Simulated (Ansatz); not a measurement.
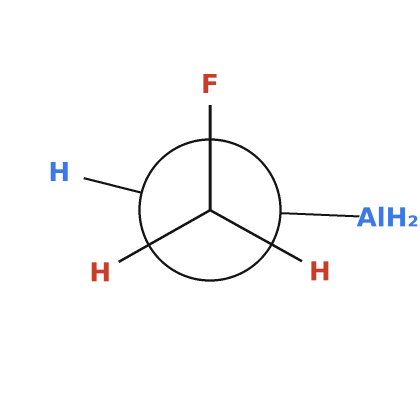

A Newman projection along the C–N bond, carbon in front; angles are drawn as computed, but eclipsed bonds slightly apart. Computed geometry: PBE-D4/def2-SVP optimisation. No frequency run is at hand to confirm it as a minimum.

Which molecule is it?

Answer. CH5AlFN, FC[NH][AlH2]

What is the torsion angle from the front F to the back AlH2? The sign is positive where the front bond must turn clockwise to cover the back bond.

Answer. 92°, about perpendicular.
